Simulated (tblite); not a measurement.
## C$_{5}$H$_{9}$Si (charge −1): frequency calculation

C$_{5}$H$_{9}$Si, charge −1, computed with GFN2-xTB harmonic vibrations, gas phase (tblite 0.8.0).

It belongs to a series of runs on one base structure; here: constitutional isomer.

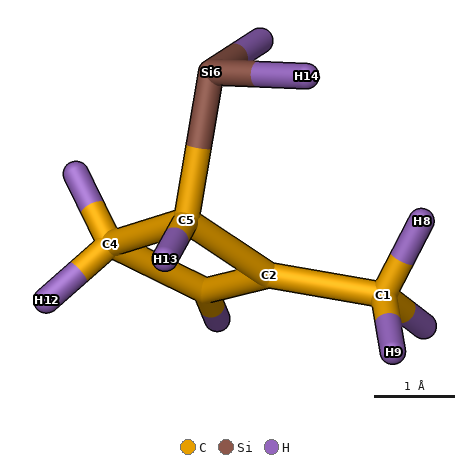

Figure 1. The structure (stick view, seen at a tilt; atoms are numbered from 1 in the order of the input). Bond lengths as drawn: C–C 1.34 to 1.55 Å, C–H 1.08 to 1.10 Å, C–Si 1.91 Å and H–Si 1.48 to 1.49 Å.

### Input
```
{"job": {"kind": "ir", "xc": "GFN2-xTB", "basis": "xTB"}, "charge": -1, "multiplicity": 1}
C     -1.195714    -0.968543     1.157946
C     -0.572737     0.076920     0.300565
C     -1.022633     0.883253    -0.670533
C      0.325791     1.503812    -0.907233
C      0.844896     0.505507     0.151860
Si     2.017591    -0.834426    -0.552673
H     -2.243148    -1.127765     0.890484
H     -0.653609    -1.906865     1.040658
H     -1.142588    -0.685827     2.214154
H     -1.968652     1.001917    -1.185645
H      0.742424     1.367333    -1.907774
H      0.409252     2.562435    -0.631973
H      1.295618     0.969325     1.036594
H      2.025917    -1.817518     0.565456
H      1.133178    -1.521569    -1.523799
```

The first line tells a small driver script what to run in tblite; the rest is the geometry in Å.

Launch command:
```bash
OMP_NUM_THREADS=1 python <driver script> task.json out
```

### The program's output
```
mode    cm-1     km/mol
  1      93.1      0.65
  2     133.8      1.35
  3     155.9      6.88
  4     184.0      2.52
  5     269.1      0.74
  6     331.1      1.75
  7     459.7      6.25
  8     592.5     66.61
  9     646.6    120.99
 10     663.8     42.87
 11     697.1      9.95
 12     737.0     46.66
 13     895.8    238.67
 14     936.8     11.72
 15     964.8     37.28
 16     972.8      8.51
 17    1000.2      2.51
 18    1015.5      1.54
 19    1045.3      5.58
 20    1067.3     18.31
 21    1160.9     34.41
 22    1183.8      7.03
 23    1206.9      1.78
 24    1228.3     16.31
 25    1290.7     71.61
 26    1384.3      0.02
 27    1483.9      7.59
 28    1488.8      1.94
 29    1496.9      2.42
 30    1679.2     86.13
 31    1820.5    505.87
 32    1934.4   1022.93
 33    2863.6    111.40
 34    2884.4    257.88
 35    2932.1    111.94
 36    2946.4    111.92
 37    2960.0     64.93
 38    2981.4    245.12
 39    2999.8     31.90
```

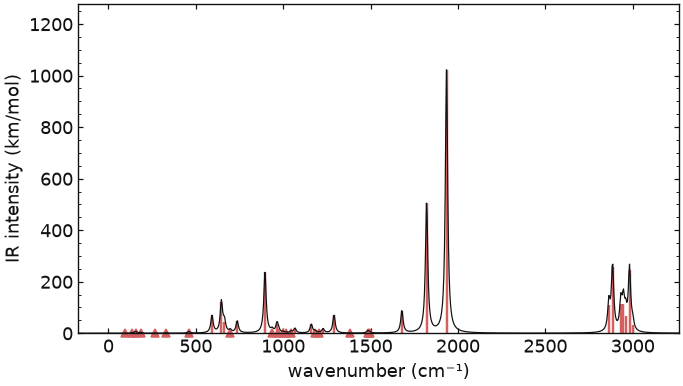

Figure 2. Harmonic infrared spectrum, unscaled: sticks (degenerate modes added up, dark ones marked on the axis) with a Lorentzian envelope of 16 cm⁻¹ full width, scaled to the tallest stick. 39 modes from 93 to 3000 cm⁻¹, none imaginary. The strongest line is at 1934 cm⁻¹ (1023 km/mol).

### Results in brief

| quantity | value |
| --- | --- |
| outcome | converged |
| total energy | −464.9448 eV |
| zero-point energy | 72.6050 kcal/mol |
| hardware | 1 CPU thread, shared host |
| wall time | 0.7 s |
| peak memory | 0.18 GiB |
